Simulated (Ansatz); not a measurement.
**H2O+ (doublet): correlated methods under varied settings at scale of all distances = 1.290**

Aim: run H2O+ (doublet) at one geometry under a spread of methods and options, and see what each costs and gives.

Method: the settings change from run to run; program: Ansatz 0.2.0, Gaussian basis.

14 further runs of the same task are left out: 1 for a mislabelled method, 1 for a known fault of the program, 11 that didn't finish, 1 set aside as unsound or not needed.

## Step 1: The system

The geometry derives from a PBE0/def2-TZVP stationary point (not a proven minimum). All distances are scaled together.

3 atoms, charge 1, spin multiplicity 2.

Atoms are counted from 1 here; the program's logs count them from 0.

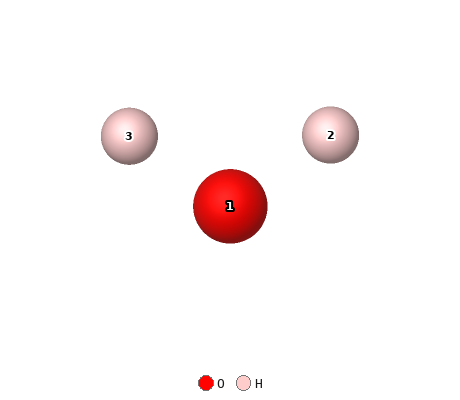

The geometry (oxygen red, hydrogen pink); atoms are numbered from 1 in the order of the file.

## Step 2: MP2 on ROHF/cc-pVDZ

Input file in.yaml:

```yaml
crystal:
  periodic: [false, false, false]
  atoms:
    - {symbol: O, position_ang: [0.000000, -0.083343, 0.000000]}
    - {symbol: H, position_ang: [0.000000, 0.661466, -1.059271]}
    - {symbol: H, position_ang: [0.000000, 0.661466, 1.059271]}
basis:
  gaussian: {orbitals: cc-pVDZ}
total_charge: 1
magnetization: {spin_polarized: false, initial_magnetization: 1}
correlation: {method: mp2, electrons: outside_noble_gas}
accuracy: high
```

On the command line:

```
> ansatz run in.yaml --threads 1 --pin off --events-out ev --progress --plain --max-ram 2393MiB
```

Log:

```text
Functional definition: HF
  name "HF"
  cite "Fock, Z. Phys. 61, 126 (1930) doi:10.1007/BF01340294"
  parent pbe
  exchange = exact_x
  correlation = 0
429 factors; integrals over basis functions are off by at most 3.2e-9 eV
mean field evaluation 1: about -2052.1440 eV, gradient 3.9e1 eV
mean field evaluation 2: about -2052.1437 eV, gradient 3.9e1 eV
mean field evaluation 4: about -2055.5373 eV, gradient 1.7e0 eV
mean field evaluation 8: about -2055.5529 eV, gradient 3.2e-4 eV
mean field -2055.55286024 eV, -75.5401743099 hartree, gradient 7.9e-9 eV, S^2 0.750000; 0 other end points of the search recorded, 0 dependent functions left out
mean field evaluation 16: about -2052.1407 eV, gradient 2.9e1 eV
1 core orbitals not correlated: weight in the atoms' cores, before any rotation towards them, 1.000 or more for the frozen orbitals, at most 0.000 for the correlated occupied ones
reference -2055.55286024 eV, -75.5401743099 hartree; 4, 3 occupied and 19, 20 virtual orbitals, 429 factors
second order -4.68244427 eV of doubles, -0.08594699 eV of singles
Total energy: -2060.32125149 eV, -75.7154094565 hartree
```

Wall time 0.18 s (1 thread of AMD EPYC 7R13, shared host).

## Step 3: MRCISD+Q(relaxed)(7,5)/cc-pVDZ

in.yaml: that of step 2 with these lines changed.

```diff
@@ -10,3 +10,3 @@
 magnetization: {spin_polarized: false, initial_magnetization: 1}
-correlation: {method: mp2, electrons: outside_noble_gas}
+correlation: {method: fic_mrcisd_q_relaxed, electrons: valence, active_space: {window: {electrons: 7, orbitals: 5}}}
 accuracy: high
```

The command is unchanged.

Log, cut to the lines that bear on the results:

```text
Functional definition: HF
  name "HF"
  cite "Fock, Z. Phys. 61, 126 (1930) doi:10.1007/BF01340294"
  parent pbe
[...]
429 factors; integrals over basis functions are off by at most 3.2e-9 eV
[...]
mean field -2055.55286024 eV, -75.5401743099 hartree, gradient 7.9e-9 eV, S^2 0.750000; 0 other end points of the search recorded, 0 dependent functions left out
reference -2055.55286024 eV, -75.5401743099 hartree; 5, 4 occupied and 19, 20 virtual orbitals, 429 factors
state -2056.48083797 eV, -75.5742768626 hartree
contracted CI cycle   1: correlation 0.00000000 eV, 0.0000000000 hartree, residual 2.17e1 eV
contracted CI cycle   2: correlation -4.01139344 eV, -0.1474159899 hartree, residual 4.30e0 eV
contracted CI cycle   3: correlation -4.21888011 eV, -0.1550409843 hartree, residual 1.62e0 eV
contracted CI cycle   4: correlation -4.26182226 eV, -0.1566190793 hartree, residual 7.10e-1 eV
[...]
contracted CI cycle   9: correlation -4.27036869 eV, -0.1569331550 hartree, residual 5.92e-3 eV
contracted CI cycle  10: correlation -4.27036923 eV, -0.1569331745 hartree, residual 2.20e-3 eV
contracted CI cycle  11: correlation -4.27036929 eV, -0.1569331768 hartree, residual 8.87e-4 eV
contracted CI cycle  12: correlation -4.27036930 eV, -0.1569331772 hartree, residual 3.22e-4 eV
contracted CI cycle  13: correlation -4.27036930 eV, -0.1569331772 hartree, residual 1.01e-4 eV
contracted CI cycle  14: correlation -4.27036930 eV, -0.1569331773 hartree, residual 3.51e-5 eV
contracted CI cycle  15: correlation -4.27036930 eV, -0.1569331773 hartree, residual 1.32e-5 eV
contracted CI cycle  16: correlation -4.27036930 eV, -0.1569331773 hartree, residual 5.85e-6 eV
contracted CI cycle  17: correlation -4.27036930 eV, -0.1569331773 hartree, residual 2.08e-6 eV
state -2056.48083797 eV, -75.5742768626 hartree; corrected -2060.97718309 eV, -75.7395144979 hartree
Total energy: -2060.97718309 eV, -75.7395144979 hartree
```

It took 0.67 s on 1 thread of AMD EPYC 7R13, shared host.

From the report: 22 determinants; active occupations 2.00, 2.00, 1.95, 1.00, 0.05.

## Step 4: CCSDT(Q)/def2-SVP

Input file in.yaml:

```yaml
crystal:
  periodic: [false, false, false]
  atoms:
    - {symbol: O, position_ang: [0.000000, -0.083343, 0.000000]}
    - {symbol: H, position_ang: [0.000000, 0.661466, -1.059271]}
    - {symbol: H, position_ang: [0.000000, 0.661466, 1.059271]}
basis:
  gaussian: {orbitals: def2-SVP}
total_charge: 1
magnetization: {spin_polarized: true, initial_magnetization: 1}
hamiltonian: {xc: {name: PBE}}
correlation: {method: ccsdt_q, electrons: outside_noble_gas}
accuracy: high
scf: {lower_state_search: light}
output: {forces: true}
```

Same command.

Log, cut to the lines that bear on the results:

```text
Functional definition: PBE
  name "PBE"
  cite "Perdew, Burke & Ernzerhof, Phys. Rev. Lett. 77, 3865 (1996) doi:10.1103/PhysRevLett.77.3865"
  parent pbe
[...]
431 factors; integrals over basis functions are off by at most 3.2e-9 eV
[...]
mean field -2061.68828482 eV, -75.7656470046 hartree, gradient 7.2e-8 eV, S^2 0.756109; 0 other end points of the search recorded, 0 dependent functions left out
1 core orbitals not correlated: weight in the atoms' cores, before any rotation towards them, 1.000 or more for the frozen orbitals, at most 0.000 for the correlated occupied ones
reference -2053.51062763 eV, -75.4651236458 hartree; 4, 3 occupied and 19, 20 virtual orbitals, 431 factors
second order -4.83841277 eV of doubles, -0.20378587 eV of singles
cycle   1  -5.13656603 eV  change   -9.8e-2 eV  update   5.5e-2
[...]
cycle  28  -5.45934025 eV  change  -9.0e-11 eV  update  4.1e-10
perturbative correction -0.01372157 eV, -0.0005042583 hartree
[...]
Total energy: -2058.98368945 eV, -75.6662549578 hartree
Atom 0 at     0.000000    -0.083343     0.000000 Å, force    -0.000000     5.133566     0.000000 eV/Å
Atom 1 at     0.000000     0.661466    -1.059271 Å, force    -0.000000    -2.566783     4.044950 eV/Å
Atom 2 at     0.000000     0.661466     1.059271 Å, force    -0.000000    -2.566783    -4.044950 eV/Å
Dipole moment:    -0.000000     0.597568    -0.000000 e Å
```

Run time: 18 s. Hardware: 1 thread of AMD EPYC 7R13, shared host; peak memory 0.32 GiB.

From the report: ⟨S²⟩ of the determinant 0.756 (pure doublet: 0.75); correlation -5.4731 eV; T1 0.012; largest double amplitude 0.08. The orbitals are Kohn-Sham ones, so correlation energy and T1 don't compare with those on Hartree-Fock orbitals.

## Step 5: CCSDT/def2-SVPD

Input file in.yaml:

```yaml
crystal:
  periodic: [false, false, false]
  atoms:
    - {symbol: O, position_ang: [0.000000, -0.083343, 0.000000]}
    - {symbol: H, position_ang: [0.000000, 0.661466, -1.059271]}
    - {symbol: H, position_ang: [0.000000, 0.661466, 1.059271]}
basis:
  gaussian: {orbitals: def2-SVPD}
total_charge: 1
magnetization: {spin_polarized: true, initial_magnetization: 1}
hamiltonian: {xc: {name: PBE0}}
correlation: {method: ccsdt, electrons: valence}
output: {forces: true}
```

Same command.

Log, cut to the lines that bear on the results:

```text
Functional definition: PBE0
  name "PBE0"
  cite "Adamo & Barone, J. Chem. Phys. 110, 6158 (1999) doi:10.1063/1.478522"
  cite "Perdew, Burke & Ernzerhof, Phys. Rev. Lett. 77, 3865 (1996) doi:10.1103/PhysRevLett.77.3865"
  parent pbe
[...]
609 factors; integrals over basis functions are off by at most 2.4e-7 eV
[...]
mean field -2061.65813218 eV, -75.7645389154 hartree, gradient 2.2e-7 eV, S^2 0.758189; 1 other end points of the search recorded, 0 dependent functions left out
1 core orbitals not correlated: weight in the atoms' cores, before any rotation towards them, 1.000 or more for the frozen orbitals, at most 0.000 for the correlated occupied ones
reference -2053.74993594 eV, -75.4739180642 hartree; 4, 3 occupied and 34, 35 virtual orbitals, 609 factors
second order -4.93947046 eV of doubles, -0.11157997 eV of singles
cycle   1  -5.16553880 eV  change   -1.2e-1 eV  update   6.1e-2
[...]
cycle  18  -5.52543411 eV  change   -1.1e-7 eV  update   2.5e-7
[...]
Total energy: -2059.27537005 eV, -75.6769740224 hartree
Atom 0 at     0.000000    -0.083343     0.000000 Å, force    -0.000000     4.927060    -0.000000 eV/Å
Atom 1 at     0.000000     0.661466    -1.059271 Å, force    -0.000000    -2.463530     3.946963 eV/Å
Atom 2 at     0.000000     0.661466     1.059271 Å, force     0.000000    -2.463530    -3.946963 eV/Å
Dipole moment:     0.000000     0.561166    -0.000000 e Å
```

Run time: 36 s. Hardware: 1 thread of AMD EPYC 7R13, shared host; peak memory 0.52 GiB.

From the report: ⟨S²⟩ of the determinant 0.758 (pure doublet: 0.75); correlation -5.5254 eV; T1 0.006; largest double amplitude 0.07. The orbitals are Kohn-Sham ones, so correlation energy and T1 don't compare with those on Hartree-Fock orbitals.

## Step 6: The runs in one table

Where basis and cores are those of an earlier FCI/cc-pVDZ run (-2060.9562 eV), and the state is the same kind, the miss against it is given.

| level | correlated | functions | energy (eV) | from FCI (meV) | time |
| --- | --- | --- | --- | --- | --- |
| MP2 on ROHF/cc-pVDZ | outside noble gas | 24 | -2060.3213 | 635.0 | 0.18 s |
| MRCISD+Q(relaxed)(7,5)/cc-pVDZ | valence | 24 | -2060.9772 |  | 0.67 s |
| CCSDT(Q)/def2-SVP (on PBE orbitals) | outside noble gas | 24 | -2058.9837 |  | 18 s |
| CCSDT/def2-SVPD (on PBE0 orbitals) | valence | 39 | -2059.2754 |  | 36 s |

## Step 7: Results

| quantity | value |
| --- | --- |
| runs | 4 |
| quickest | MP2 on ROHF/cc-pVDZ, 0.18 s |
| slowest | CCSDT/def2-SVPD (on PBE0 orbitals), 36 s |

What this shows: Total energies in different bases, with other cores or another treatment of relativity can't be set against each other. CCSDT/def2-SVPD (on PBE0 orbitals) took 197 times as long as MP2 on ROHF/cc-pVDZ; the jobs differ in more than the method.
